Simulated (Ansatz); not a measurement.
Start from MoS2 in the 3R-MoS2 type structure (space group R3m, No. 160; layered, stacked along the Cartesian z axis).

```
MoS2
1.0
    1.57655     0.91022     5.99710
   -1.57655     0.91022     5.99710
    0.00000    -1.82045     5.99710
Mo S
1 2
Direct
  0.00002   0.00002   0.00002
  0.75355   0.75355   0.75355
  0.57974   0.57974   0.57974
```

Cartesian axes are those of the cell as printed.

The change: biaxial strain −4.13 %, plane normal [001], relaxed out of plane (Cartesian); in-plane vectors clamped, the third vector and the atoms free.

Level of theory: Ansatz (a quantum-chemistry and plane-wave program), PBE-D3(BJ), PAW, cutoff 420 eV, no SOC.

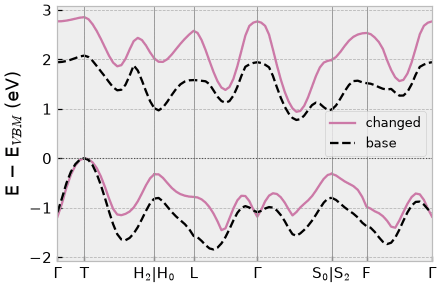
Fig. 1. Highest valence and lowest conduction band along the path, each from its own valence-band maximum

The gap is 0.94 eV, indirect, T → Γ–S₀ (53 % along); the base has 0.77 eV.

Stability against distortions was not tested.
